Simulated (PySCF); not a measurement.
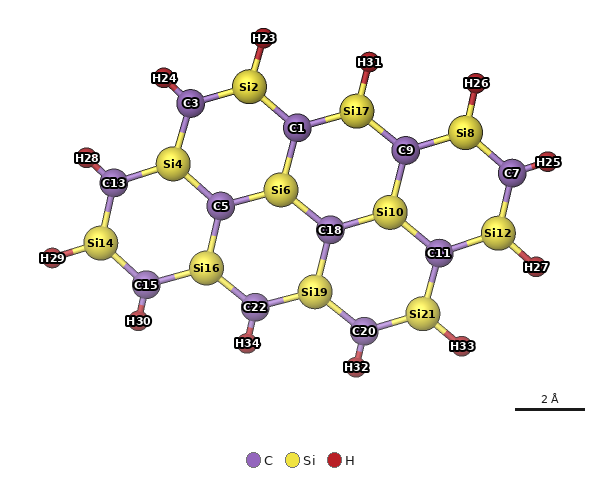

**Figure 1.** The structure as given in the input (ball-and-stick view, seen on its broad side; atoms are numbered from 1 in the order of the input). Bond lengths as drawn: C–H 1.08 Å, C–Si 1.78 to 1.88 Å and H–Si 1.47 to 1.48 Å.

## Excited-state calculation, with input and output: C₁₁H₁₂Si₁₁

The run: excited-state calculation of C₁₁H₁₂Si₁₁. Method and program: TDDFT PBE0/6-31G*, vertical, gas phase, core orbitals frozen in the response, virtual orbitals cut by energy (PySCF 2.14.0).

The geometry comes from this level: GFN2-xTB.

## The program's output
```
start: PBE on a coarse grid of 35588 points
cycle   1  E = -3607.8072168513  dE =  3.135e+00  |g| = 1.729e+00  |ddm| = 6.587e+00
cycle   2  E = -3603.5607143461  dE =  4.247e+00  |g| = 3.573e+00  |ddm| = 6.182e+00
cycle   3  E = -3608.2413966654  dE = -4.681e+00  |g| = 9.718e-01  |ddm| = 5.441e+00
cycle   4  E = -3608.6490049008  dE = -4.076e-01  |g| = 3.835e-01  |ddm| = 1.850e+00
cycle   5  E = -3608.6727032724  dE = -2.370e-02  |g| = 2.673e-01  |ddm| = 6.375e-01
cycle   6  E = -3608.6962041686  dE = -2.350e-02  |g| = 7.744e-02  |ddm| = 4.066e-01
cycle   7  E = -3608.6974299578  dE = -1.226e-03  |g| = 5.140e-02  |ddm| = 1.371e-01
cycle   8  E = -3608.6982496431  dE = -8.197e-04  |g| = 1.128e-02  |ddm| = 6.271e-02
cycle   9  E = -3608.6982886301  dE = -3.899e-05  |g| = 7.035e-03  |ddm| = 1.918e-02
final grid: 146349 points
cycle  10  E = -3608.6858155329  dE = -1.644e-02  |g| = 3.619e-02  |ddm| = 4.772e-01
cycle  11  E = -3608.6850109702  dE =  8.046e-04  |g| = 5.987e-02  |ddm| = 1.408e-01
cycle  12  E = -3608.6864423458  dE = -1.431e-03  |g| = 1.238e-02  |ddm| = 9.070e-02
cycle  13  E = -3608.6864799495  dE = -3.760e-05  |g| = 5.234e-03  |ddm| = 1.657e-02
cycle  14  E = -3608.6864898371  dE = -9.888e-06  |g| = 2.248e-03  |ddm| = 7.875e-03
cycle  15  E = -3608.6864943274  dE = -4.490e-06  |g| = 7.438e-04  |ddm| = 3.253e-03
cycle  16  E = -3608.6864942167  dE =  1.107e-07  |g| = 2.622e-04  |ddm| = 9.694e-04
cycle  17  E = -3608.6864942821  dE = -6.539e-08  |g| = 9.188e-05  |ddm| = 4.024e-04
converged SCF energy = -3608.6864942821

Static polarisability (au): isotropic 477.701, principal 185.322 462.683 785.097

Singlet excitations
state   eV       nm        f      main configurations
  1   1.9815    625.7   0.10686   H->L 0.98
  2   2.5247    491.1   0.00393   H-1->L 0.54, H->L+1 0.34
  3   2.6095    475.1   0.00345   H->L+1 0.45, H-1->L 0.40, H-2->L 0.12
  4   2.7431    452.0   0.00039   H->L+2 0.58, H-2->L 0.26, H->L+1 0.12
  5   2.9073    426.5   0.14806   H-2->L 0.53, H->L+2 0.33
  6   3.2443    382.2   0.02423   H-3->L 0.63, H-4->L 0.23

Triplet excitations (Tamm-Dancoff, eV): 1.6530 2.1443
```

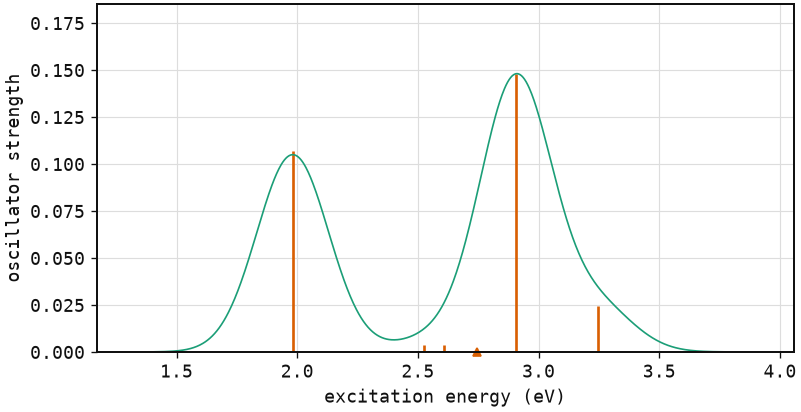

**Figure 2.** Computed excitations as sticks (degenerate states added up, dark ones marked on the axis), with a Gaussian envelope of 0.35 eV full width at half maximum, scaled to the tallest. Of the 6 states the lowest lies at 1.98 eV (f = 0.107); the strongest line is at 2.91 eV, or 426 nm (f = 0.148).

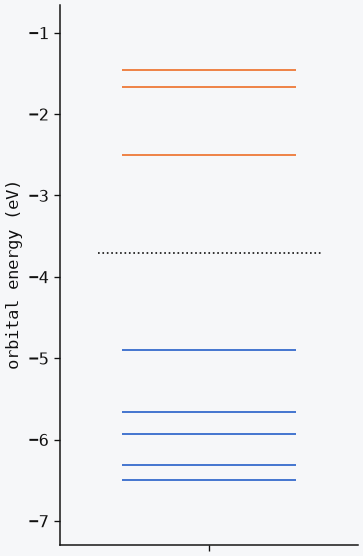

**Figure 3.** Orbital energies near the frontier; the dotted line parts filled from empty levels, and levels within 0.02 eV of each other stand side by side. Highest filled −4.90 eV, lowest empty −2.50 eV, 2.40 eV apart.

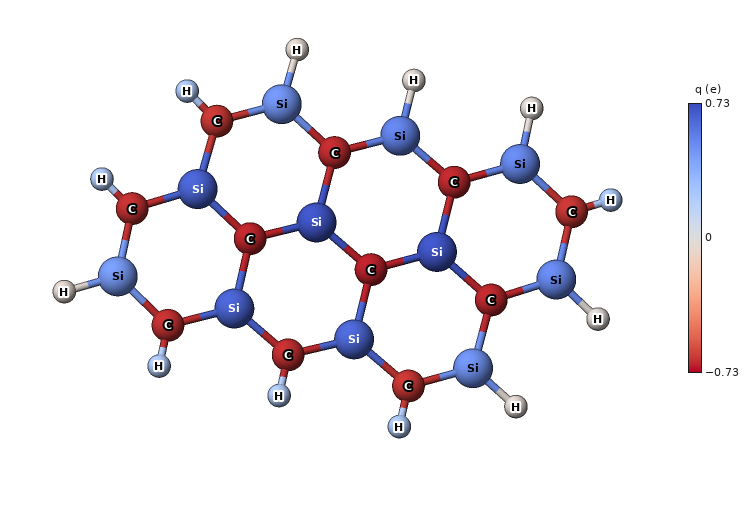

**Figure 4.** Mulliken charges, as the colour of each atom (ball-and-stick view, seen at a tilt). By element: C −0.69 to −0.64, Si +0.45 to +0.69 and H −0.04 to +0.23 e.

The run was set up as follows.

## Input
```
{"job": {"kind": "uv", "basis": "6-31G*", "grid": 1, "kgrid": 0, "vcut": 1.5, "nstates": 6, "ntriplets": 2, "tda": false, "delta": [], "pop": true, "xc": "PBE0"}, "charge": 0, "multiplicity": 1}
C     -0.781590     2.236457    -0.000243
Si    -2.398566     3.105239     0.000314
C     -3.959132     2.253337    -0.001063
Si    -4.071846     0.417620    -0.000002
C     -2.455288    -0.483243     0.000238
Si    -0.850781     0.359894     0.000019
C      5.599372     2.307533    -0.000082
Si     4.017128     3.168457     0.000551
C      2.436675     2.277817    -0.000003
Si     2.387146     0.411263    -0.000352
C      4.040103    -0.440165    -0.000457
Si     5.586538     0.502583    -0.000682
C     -5.633438    -0.502699     0.000073
Si    -5.623786    -2.303925     0.000296
C     -4.068647    -3.202919     0.001448
Si    -2.467990    -2.343798     0.001392
Si     0.801087     3.089698    -0.000373
C      0.803127    -0.466533     0.000008
Si     0.759469    -2.332981     0.001177
C      2.407313    -3.146268     0.001190
Si     3.957894    -2.275500    -0.000268
C     -0.837338    -3.155383     0.002499
H     -2.308834     4.580020     0.001309
H     -4.884675     2.814230    -0.001333
H      6.531081     2.858456    -0.000067
H      4.004020     4.642639     0.001903
H      6.872586    -0.217272    -0.001041
H     -6.568957     0.040828     0.000300
H     -6.902157    -3.037001    -0.001002
H     -4.065890    -4.284649     0.001943
H      0.840590     4.569603    -0.000852
H      2.401352    -4.228433     0.001644
H      5.265798    -2.957675    -0.001101
H     -0.840534    -4.238078     0.003440
```

The first line tells a small driver script what to run in PySCF; the rest is the geometry in Å.

Run as:
```bash
OMP_NUM_THREADS=2 python <driver script> task.json out
```

## Results in brief

| quantity | value |
| --- | --- |
| outcome | converged |
| total energy | −3608.686494 hartree |
| HOMO | −4.90 eV |
| LUMO | −2.50 eV |
| dipole moment | 7.60 D |
| mean polarisability | 477.70 a.u. |
| lowest singlet excitation | 1.98 eV |
| hardware | 2 CPU threads, shared host |
| wall time | 1.7 min (CPU time 3.3 min) |
| peak memory | 1.4 GiB |
